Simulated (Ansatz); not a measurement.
```
atom    x (Å)    y (Å)    z (Å)
  Si   0.1360  -0.3242  -0.3272
   F   1.3123  -0.4123  -1.4887
   O  -0.7305  -1.7635  -0.3960
   H  -0.4270  -2.3913  -1.0730
   C   0.9637  -0.1531   1.3438
   C  -0.9837   1.1222  -0.7285
   H   1.5236   0.8016   1.4177
   H   1.6711  -0.9874   1.5259
   H   0.2035  -0.1687   2.1520
   H  -1.4528   0.9992  -1.7259
   H  -1.7968   1.2000   0.0230
   H  -0.4196   2.0775  -0.7231
```

All numbers below come from RKS revPBE-D4/def2-SVP (Ansatz 0.2.0).

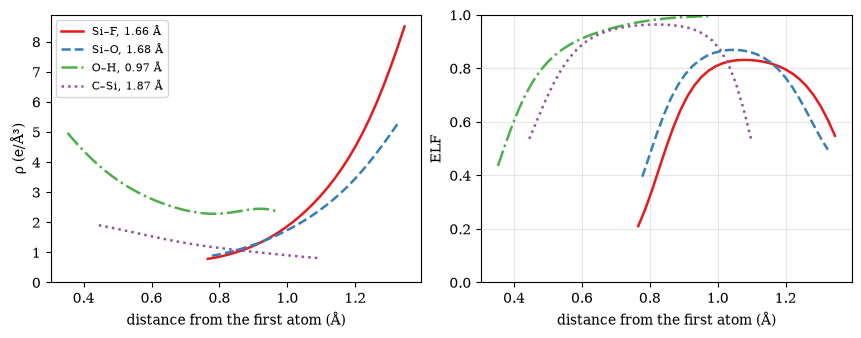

C2H7FOSi. Total electron density and ELF along straight lines between neighbouring atoms. The curves leave out the atomic cores.

> Compare the contacts.

Si–F (1.66 Å): ρ is about 0.93 e/Å³ halfway; the ELF peaks at about 0.85 in the valence shell of F, 0.6 Å from its nucleus, and is about 0.45 at the midpoint.
Si–O (1.68 Å): ρ at the midpoint is about 1 e/Å³; the ELF peaks at about 0.85 between the atoms, as expected for a shared but strongly polarised pair.
O–H (0.97 Å): the density is about 3.5 e/Å³ at the midpoint; the ELF climbs to about 1 towards the hydrogen, as it does in any bond to H: a covalent bond by its length.
C–Si (1.87 Å): ρ is about 0.98 e/Å³ halfway; the ELF peaks at about 0.95 between the atoms (a shared electron pair).
